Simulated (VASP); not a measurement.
Band structure of VGe2 (space group Fm-3m). Method: PBE GGA, VASP's PBE PAW potentials (set 64) (plane waves; VASP).

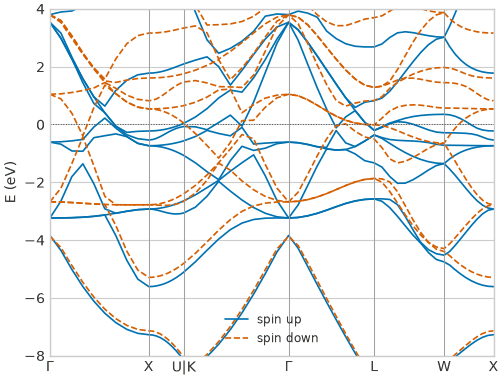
Fig. 1. Bands along high-symmetry lines, zero at the valence-band maximum or, without a gap, the Fermi level

Q: Read the plot: is there a gap, and where are the band edges?

A: It has no gap at this level: it comes out as a metal or semimetal.

The structure was generated: VGe2 was put into an ordered model structure, which need not be its known phase. The cell was not relaxed at this level.
